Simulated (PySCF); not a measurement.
**BSiH3 (SMILES B[SiH]) at 4 levels**

Wanted: a comparison of 4 runs (UB2PLYP/STO-3G, UB3LYP/STO-3G, NEVPT2(4,4)/STO-3G, ROCCSD(T)/STO-3G) of BSiH3. The job is set up through a Python script.

The results are computed with PySCF 2.14.0.

## (1) The structure to begin with

The species is BSiH3 (5 atoms), meant as a triplet with charge 0. As SMILES, `B[SiH]`. The B1–H3 distance was set to 1.768 Å, away from the relaxed value. At this shape a bond of the SMILES string is far longer than usual.

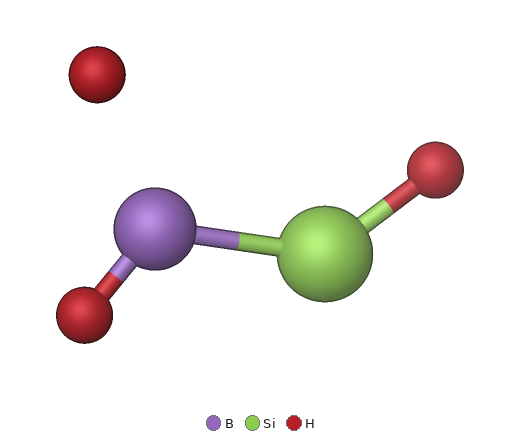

Viewed from a chosen angle; boron purple, silicon green, hydrogen red.

## (2) The energy at UB2PLYP/STO-3G (run 1)

job.py

```python
from pyscf import gto, dft, mp

mol = gto.Mole()
mol.atom = '''
B    0.341727  -0.751878  -0.084746
Si   1.309237   0.785742  -0.561856
H   -1.303690  -0.620750   0.549520
H    0.812047  -1.823448  -0.201366
H    1.034497   2.235492  -0.547216
'''
mol.verbose = 3
mol.spin = 2
mol.max_memory = 1860
mol.basis = 'sto-3g'
mol.build()

ks = dft.UKS(mol)
ks.xc = '0.53*HF + 0.47*B88, 0.73*LYP'
ks.conv_tol = 1e-10
ks.grids.level = 5
ks.kernel()
if not ks.converged:
    ks = ks.newton().run(ks.mo_coeff, ks.mo_occ)

pt = mp.MP2(ks, frozen=6).run()
etot = ks.e_tot + 0.27 * pt.e_corr
print('PT2 part  %.8f' % (0.27 * pt.e_corr))
print('E = %.10f Eh' % etot)
```

The run is started by

```
OMP_NUM_THREADS=1 python job.py
```

The program printed:

```text
WARN: HOMO -0.0847396809295198 >= LUMO -0.0854774744327308

converged SCF energy = -312.005753010574  <S^2> = 2.0177759  2S+1 = 3.0118273
E(UMP2) = -312.109575161359  E_corr = -0.103822150785095
E(SCS-UMP2) = -312.11944819826  E_corr = -0.113695187685896
PT2 part  -0.02803198
E = -312.0337849913 Eh
```

It took 4.2 s on 1 thread of Intel Xeon Platinum 8375C at 2.90GHz (Ice Lake), shared host; peak memory 0.19 GiB.

## (3) The energy at UB3LYP/STO-3G (run 2)

input.py

```python
from pyscf import gto, dft

mol = gto.M(
    atom='''
B      0.341727    -0.751878    -0.084746
Si     1.309237     0.785742    -0.561856
H     -1.303690    -0.620750     0.549520
H      0.812047    -1.823448    -0.201366
H      1.034497     2.235492    -0.547216
''',
    charge=0,
    verbose=4,
    spin=2,
    max_memory=1860,
    basis='sto-3g',
)

mf = dft.UKS(mol)
mf.xc = 'b3lyp'
mf.conv_tol = 1e-10
mf.grids.level = 5
mf.kernel()
if not mf.converged:
    mf = mf.newton().run(mf.mo_coeff, mf.mo_occ)

e_final = mf.e_tot
print('E(%s) = %.9f' % ('B3LYP', e_final))
```

The run is started by

```
OMP_NUM_THREADS=1 python input.py
```

The program printed:

```text
PySCF version 2.14.0

[INPUT] num. atoms = 5
[INPUT] num. electrons = 22
[INPUT] charge = 0
[INPUT] spin (= nelec alpha-beta = 2S) = 2
[INPUT] symmetry False subgroup None
[INPUT] Mole.unit = angstrom
[INPUT] Symbol           X                Y                Z      unit          X                Y                Z       unit  Magmom
[INPUT]  1 B      0.341727000000  -0.751878000000  -0.084746000000 AA    0.645770439369  -1.420843499086  -0.160146730152 Bohr   0.0
[INPUT]  2 Si     1.309237000000   0.785742000000  -0.561856000000 AA    2.474099362147   1.484837184568  -1.061753961444 Bohr   0.0
[INPUT]  3 H     -1.303690000000  -0.620750000000   0.549520000000 AA   -2.463617051334  -1.173047491824   1.038442299971 Bohr   0.0
[INPUT]  4 H      0.812047000000  -1.823448000000  -0.201366000000 AA    1.534546430275  -3.445817322386  -0.380526590799 Bohr   0.0
[INPUT]  5 H      1.034497000000   2.235492000000  -0.547216000000 AA    1.954916006684   4.224467633656  -1.034088370980 Bohr   0.0

[... 41 lines left out ...]
WARN: HOMO -0.114266674281139 >= LUMO -0.124248336717308
[... 50 lines left out ...]
converged SCF energy = -312.243548739524  <S^2> = 2.0046063  2S+1 = 3.0030693
E(B3LYP) = -312.243548740
```

Wall time 5.4 s (1 thread of Intel Xeon Platinum 8375C at 2.90GHz (Ice Lake), shared host); peak memory 0.2 GiB.

## (4) The energy at NEVPT2(4,4)/STO-3G (run 3)

job.py

```python
import numpy
from pyscf import gto, scf, mp, mcscf, mrpt

mol = gto.M(
    atom='''
B      0.645770    -1.420843    -0.160147
Si     2.474099     1.484837    -1.061754
H     -2.463617    -1.173047     1.038442
H      1.534546    -3.445817    -0.380527
H      1.954916     4.224468    -1.034088
''',
    verbose=3,
    basis='sto-3g',
    unit='bohr',
    spin=2,
    charge=0,
    max_memory=1860,
)

mf = scf.ROHF(mol)
mf.conv_tol = 1e-10
mf.kernel()
if not mf.converged:
    mf = mf.newton().run(mf.mo_coeff, mf.mo_occ)

pt = mp.MP2(scf.addons.convert_to_uhf(mf)).run()
noons, natorbs = mcscf.addons.make_natural_orbitals(pt)
print('natural occupations', numpy.round(noons[:40], 4))
cas = mcscf.CASSCF(mf, 4, 4)
cas.fix_spin_(ss=2.0)
cas.natorb = True
cas.kernel(natorbs)
e_pt2 = mrpt.NEVPT(cas).kernel()
e_tot = cas.e_tot + e_pt2
print('E = %.10f Eh' % e_tot)
```

The run is started by

```
OMP_NUM_THREADS=1 python job.py
```

The program printed:

```text
converged SCF energy = -311.477782708842
E(UMP2) = -311.556180008289  E_corr = -0.078397299446471
E(SCS-UMP2) = -311.564179376762  E_corr = -0.0863966679197569
natural occupations [2.     2.     1.9999 1.9998 1.9998 1.9998 1.9905 1.9886 1.9822 1.9621
 1.0001 0.9929 0.0372 0.0165 0.0113 0.0102 0.009 ]
CASSCF energy = -311.520793929221
CASCI E = -311.520793929221  E(CI) = -2.90711180432095  S^2 = 2.0000000
Sr    (-1)',   E = -0.00232171907659
Si    (+1)',   E = -0.00056829085705
Sijrs (0)  ,   E = -0.02630209449570
Sijr  (+1) ,   E = -0.00496831695619
Srsi  (-1) ,   E = -0.01026193417472
Srs   (-2) ,   E = -0.00107768792155
Sij   (+2) ,   E = -0.00039774820078
Sir   (0)' ,   E = -0.00734420712273
Nevpt2 Energy = -0.053241998805318
E = -311.5740359280 Eh
```

Run time: 0.7 s. Hardware: 1 thread of Intel Xeon Platinum 8375C at 2.90GHz (Ice Lake), shared host; peak memory 0.12 GiB.

## (5) The energy at ROCCSD(T)/STO-3G (run 4)

run.py

```python
from pyscf import gto, cc

mol = gto.M(
    atom='''
B      0.341727    -0.751878    -0.084746
Si     1.309237     0.785742    -0.561856
H     -1.303690    -0.620750     0.549520
H      0.812047    -1.823448    -0.201366
H      1.034497     2.235492    -0.547216
''',
    charge=0,
    verbose=3,
    spin=2,
    basis='sto-3g',
    max_memory=1860,
)

mf = mol.ROHF()
mf.conv_tol = 1e-10
mf.kernel()
if not mf.converged:
    mf = mf.newton().run(mf.mo_coeff, mf.mo_occ)

mycc = cc.CCSD(mf, frozen=6)
mycc.kernel()
e_t = mycc.ccsd_t()
e_tot = mycc.e_tot + e_t
print('E = %.10f Eh' % e_tot)
```

The run is started by

```
OMP_NUM_THREADS=1 python run.py
```

The program printed:

```text
converged SCF energy = -311.477782653727

WARN: RCCSD method does not support ROHF method. ROHF object is converted to UHF object and UCCSD method is called.

E(UCCSD) = -311.5935811707677  E_corr = -0.1157985170408849
UCCSD(T) correction = -0.00172821587972497
E = -311.5953093866 Eh
```

It took 0.74 s on 1 thread of Intel Xeon Platinum 8375C at 2.90GHz (Ice Lake), shared host; peak memory 0.12 GiB.

## (6) The series

| run | level | frozen core orbitals | integration grid | energy (Eh) | dipole moment (D) of the reference | ⟨S²⟩ | wall time |
| --- | --- | --- | --- | --- | --- | --- | --- |
| 1 | UB2PLYP/STO-3G | 6 | 5 | -312.033785 | 2.10 | 2.018 | 4.2 s |
| 2 | UB3LYP/STO-3G | – | 5 | -312.243549 | 2.22 | 2.005 | 5.4 s |
| 3 | NEVPT2(4,4)/STO-3G | – | – | -311.574036 | 1.88 | – | 0.7 s |
| 4 | ROCCSD(T)/STO-3G | 6 | – | -311.595309 | 1.88 | 2.000 | 0.74 s |

## (7) Outcome

| quantity | value |
| --- | --- |
| run 4: total energy | -311.59531 Eh |
| run 4: dipole moment (Hartree–Fock density) | 1.88 D |
| run 4: correlation energy (6 core orbitals frozen) | -117.5 mEh |
| run 4: (T) correction | -1.73 mEh |
| run 4: ⟨S²⟩ of the reference determinant | 2.000 |
| run 4: T1 diagnostic | 0.027 |

**Reading.** Totals of different functionals can't be ranked against each other. In runs 1, 2, 3, 4 the basis is minimal, so the values are rough. All runs together took 11 s, the longest 5.4 s.
